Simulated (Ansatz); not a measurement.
# Ge3Si4: what the fields show

The calculation's input:

```
crystal:
  periodic: [false, false, false]
  atoms:
    - {symbol: Si, position_ang: [-0.018797, -0.836139, 1.403807]}
    - {symbol: Si, position_ang: [1.207427, 0.198285, -0.589375]}
    - {symbol: Si, position_ang: [-1.125418, -0.818849, -0.857024]}
    - {symbol: Si, position_ang: [-0.852209, 1.328304, 0.425046]}
    - {symbol: Ge, position_ang: [1.060676, 1.279905, 1.930418]}
    - {symbol: Ge, position_ang: [0.585701, -2.460392, -0.303901]}
    - {symbol: Ge, position_ang: [-0.857380, 1.308895, -2.008981]}
basis:
  gaussian: {orbitals: def2-TZVP, initial_orbitals: start.molden}
hamiltonian: {xc: pbe0, dispersion: d4}
scf: {omitted_lower_state_checks: [starts]}
output: {forces: true, orbitals: {seedname: orbitals}}
```

Run with:

```sh
ansatz run in.yaml --threads 4 --pin off --events-out ev --progress --plain --max-ram 4787MiB
```

Geometry: PBE-D4/def2-SVP; not at a stationary point (largest force 0.5 eV/Å).

Method: RKS PBE0-D4/def2-TZVP in Ansatz.

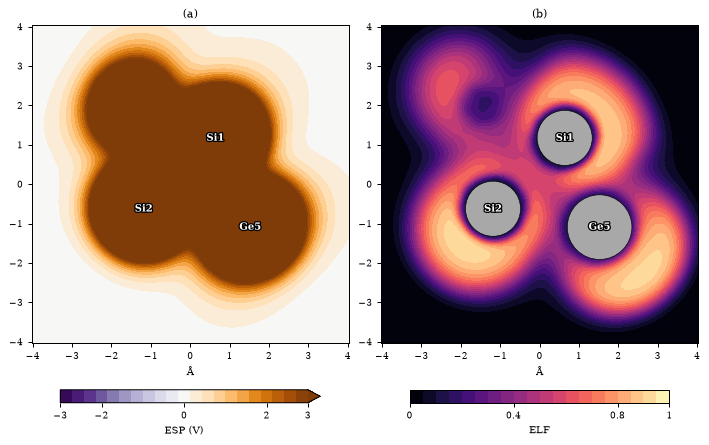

Figure 1. (a) electrostatic potential; (b) ELF on the plane of atoms Si1, Ge5 and Si2. Grey discs cover the atomic cores in the ELF map.

### What does the map show?

The section cuts through Si and Ge sites. Si–Ge (2.43 Å): the ELF peaks at about 0.75 between the atoms: localised, covalent bonding. Si–Ge (2.75 Å): the ELF peaks at about 0.70 in the valence shell of Si, 1.1 Å from its nucleus, and is about 0.60 at the midpoint. The ELF also peaks beside Si2 and Si1, away from the bonds: lone-pair regions. The potential has no marked negative region in this plane.

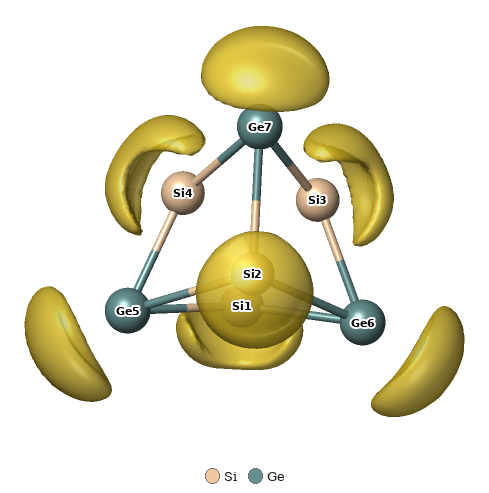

Figure 2. Isosurface of the ELF at 0.85 (yellow), seen at a tilt. Only the valence region is drawn (cores and ρ < 0.01 e/Å³ removed).

### Where are the electrons localised?

At this value the surface marks out three lobes on Ge, pointing away from the bonds (lone pairs) and four lobes on Si, pointing away from the bonds (lone pairs).


 Si–Ge (2.74 Å): the ELF peaks at about 0.70 in the valence shell of Si, 1.1 Å from its nucleus, and is about 0.60 at the midpoint.

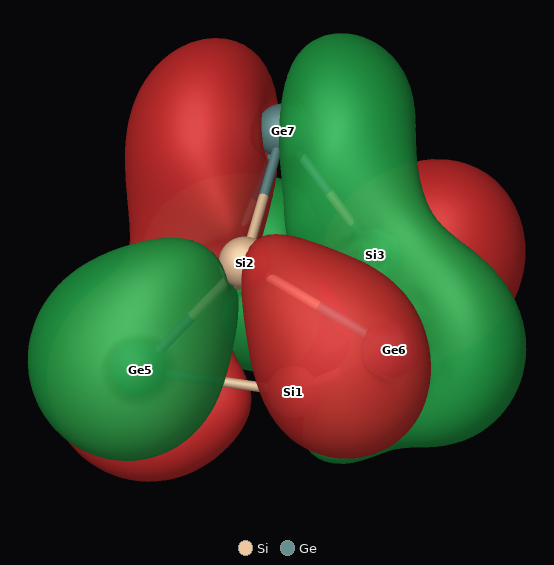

Figure 3. The LUMO at ±0.04 Å⁻³ᐟ² (green and red are the two phases), seen at a tilt.

### Where does this orbital lie, and at what energy?

By Hirshfeld shares it lies mainly on Si3 (about 20 %), Si4 (about 20 %), Ge5 (about 15 %), Ge6 (about 15 %), Ge7 (about 15 %) and Si2 (about 5 %). It is one of a degenerate set, so its orientation is arbitrary. Its energy is −2.89 eV.
